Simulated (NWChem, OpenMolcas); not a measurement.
# How basis sets differ on C2H4F2 (1,2-difluoroethane)

The species is C2H4F2 (8 atoms), meant as a singlet with charge 0. SMILES: `FCCF`. Geometry: relaxed at PBE0-D4/def2-TZVP. This is one conformer, not always the lowest.

```xyz
8

F    -1.3124    0.7756    0.8740
C    -0.1158    0.7161    0.1932
C     0.2179   -0.6961   -0.1774
F    -0.6181   -1.1533   -1.1728
H    -0.2012    1.3378   -0.7028
H     0.6703    1.1180    0.8419
H     1.2489   -0.7425   -0.5448
H     0.1104   -1.3556    0.6888
```

Each level gives the dipole moment (D). The values are calculated.

```json
{"level": "HF/ANO-XS-MB (DKH2)", "kind": "Hartree–Fock", "program": "OpenMolcas", "value (D)": "3.31", "CPU time": "1.8 s"}
{"level": "HF/STO-3G", "kind": "Hartree–Fock", "program": "OpenMolcas", "value (D)": "1.74", "CPU time": "1.6 s"}
{"level": "HF/3-21G", "kind": "Hartree–Fock", "program": "NWChem", "value (D)": "3.18", "CPU time": "1.6 s"}
{"level": "HF/def2-SVPD", "kind": "Hartree–Fock", "program": "OpenMolcas", "value (D)": "3.06", "CPU time": "17 s"}
```

The values span 1.74 to 3.31 D. Magnitudes only. Sets without polarisation functions give poor dipoles. CPU times are rough (shared hosts, several kinds of processor and program).

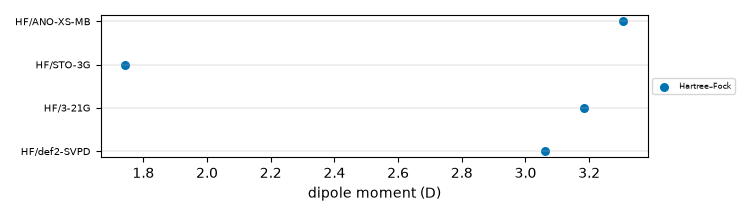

The values of the table, level by level.
